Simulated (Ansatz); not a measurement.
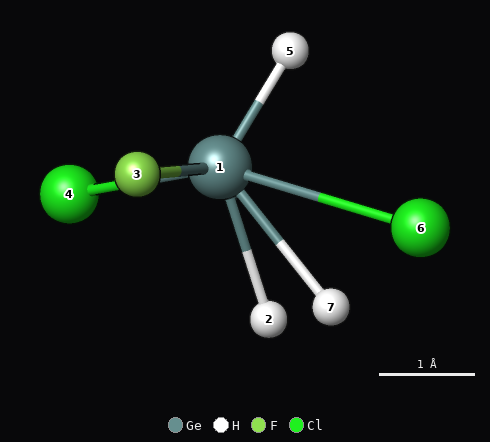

*The structure (ball-and-stick view, seen at a tilt; atoms are numbered from 1 in the order of the input). Sticks mark near contacts.*

Bond lengths as drawn: Cl–Ge 2.17 to 2.56 Å, F–Ge 1.69 Å and Ge–H 1.50 to 1.88 Å.

Run report: GeH₃Cl₂F, frequency calculation

GeH₃Cl₂F, computed with RHF/def2-SVP (Ansatz 0.2.0).

It belongs to a series of runs on one base structure; here: vibrations at the highest image of the band. Figures and captions count atoms from 1; the log counts them from 0 in places.

Input:
```yaml
crystal:
  periodic: [false, false, false]
  atoms:
    - { symbol: Ge, position_ang: [0.17479, 0.243659, -0.023751] }
    - { symbol: H, position_ang: [-0.669398, 1.336933, 1.04562] }
    - { symbol: F, position_ang: [1.441822, 1.058201, -0.797901] }
    - { symbol: Cl, position_ang: [-1.456711, 0.621045, -1.396256] }
    - { symbol: H, position_ang: [0.172933, -1.238651, 0.205696] }
    - { symbol: Cl, position_ang: [1.469448, 0.45366, 2.179392] }
    - { symbol: H, position_ang: [0.007616, 1.169255, 1.609301] }
basis:
  gaussian: { orbitals: def2-SVP }
hamiltonian:
  xc: hf
phonons: {}
```

Launch command:
```bash
ansatz run input.yaml --threads 2 --pin off --max-ram 3072MiB --backend cpu --events-out ev --progress --plain --runs-dir out
```

Log:
```
Engine: ansatz 0.2.0, x86_64-unknown-linux-gnu
Functional definition: HF
  exchange = exact_x
  correlation = 0
983 factors; integrals over basis functions are off by at most 3.1e-4 eV
mean field evaluation 1: about -84213.7894 eV, gradient 3.3e1 eV
mean field evaluation 2: about -84213.8264 eV, gradient 3.3e1 eV
mean field evaluation 4: about -84216.5178 eV, gradient 2.4e0 eV
mean field evaluation 8: about -84216.5423 eV, gradient 2.6e-4 eV
mean field -84216.54226127 eV, -3094.9008440791 hartree, gradient 2.0e-5 eV, S^2 0.000000; 0 other end points of the search recorded, 0 dependent functions left out
the calculation of the forces begins
reference -84216.54226127 eV, -3094.9008440791 hartree; 39, 39 occupied and 58, 58 virtual orbitals, 983 factors
these checks for a lower state are left out or cut short: stability, starts, cluster_reference, orbital_swaps, neighbouring_geometries, increment
983 factors; integrals over basis functions are off by at most 3.0e-4 eV
mean field evaluation 16: about -84216.5421 eV, gradient 2.7e-6 eV
mean field -84216.54212141 eV, -3094.9008389393 hartree, gradient 7.9e-6 eV, S^2 0.000000; 0 other end points of the search recorded, 0 dependent functions left out
[... from here on the field's lines of each further geometry are left out, up to the last ...]
the calculation of the forces begins
reference -84216.54224287 eV, -3094.9008434029 hartree; 39, 39 occupied and 58, 58 virtual orbitals, 983 factors
these checks for a lower state are left out or cut short: stability, starts, cluster_reference, orbital_swaps, neighbouring_geometries, increment
983 factors; integrals over basis functions are off by at most 3.1e-4 eV
mean field -84216.54224199 eV, -3094.9008433704 hartree, gradient 3.4e-6 eV, S^2 0.000000; 0 other end points of the search recorded, 0 dependent functions left out
the calculation of the forces begins
reference -84216.54224199 eV, -3094.9008433704 hartree; 39, 39 occupied and 58, 58 virtual orbitals, 983 factors
WARN: phonons: modes at or below zero, which the zero-point energy, F, S and C_V leave out: 1, the lowest at -1193.87 cm⁻¹. A minimum has none, and a first-order saddle one
Total energy: -84216.54226127 eV, -3094.9008440791 hartree
Atom 0 at     0.174790     0.243659    -0.023751 Å, force    -0.018427     0.003986     0.009683 eV/Å
Atom 1 at    -0.669398     1.336933     1.045620 Å, force    -0.003893     0.002428    -0.001829 eV/Å
Atom 2 at     1.441822     1.058201    -0.797901 Å, force     0.008450    -0.001278    -0.007657 eV/Å
Atom 3 at    -1.456711     0.621045    -1.396256 Å, force     0.004534    -0.003460     0.003975 eV/Å
Atom 4 at     0.172933    -1.238651     0.205696 Å, force     0.008499    -0.001501    -0.006344 eV/Å
Atom 5 at     1.469448     0.453660     2.179392 Å, force     0.002747    -0.007835     0.002020 eV/Å
Atom 6 at     0.007616     1.169255     1.609301 Å, force    -0.001909     0.007659     0.000151 eV/Å
Dipole moment:    -0.527355    -0.226885    -0.023926 e Å
Vibrations: -1193.87 107.45 161.37 251.61 284.90 331.17 430.30 651.00 804.14 875.52 1080.83 1135.48 1624.76 2410.51 2427.01 cm⁻¹, zero-point energy 0.779617 eV
```

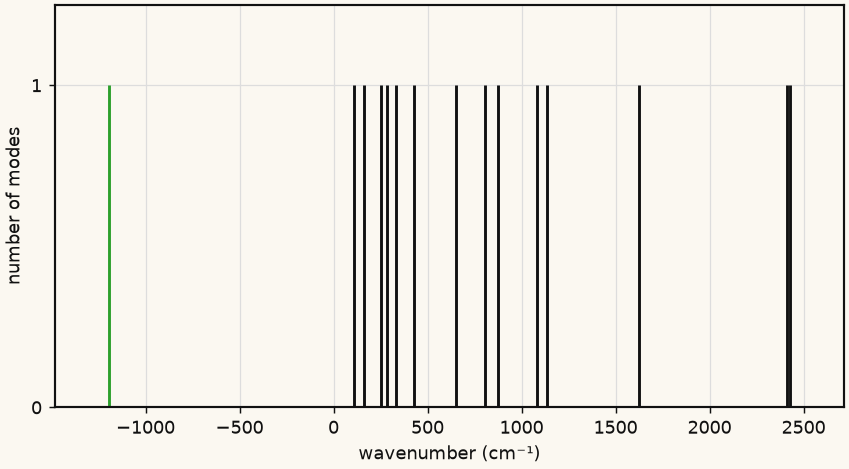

*Harmonic vibrational wavenumbers from the force constants; neighbouring modes closer than 16 cm⁻¹ are counted in one stick, and imaginary ones are drawn at negative wavenumbers.*

15 modes from 1194i to 2427 cm⁻¹, 1 imaginary beyond 8i (1194i cm⁻¹): a first-order saddle point, if the geometry is stationary.

Results in brief:

| quantity | value |
| --- | --- |
| outcome | converged |
| total energy | −84216.5423 eV |
| mean-field energy | −84216.5423 eV |
| largest force (length of the vector) | 0.021 eV/Å |
| hardware | 2 threads of AMD EPYC (Zen 5), 16 GiB of memory available, shared host |
| wall time | 22 s (CPU time 40 s) |
| peak memory | 0.23 GiB |
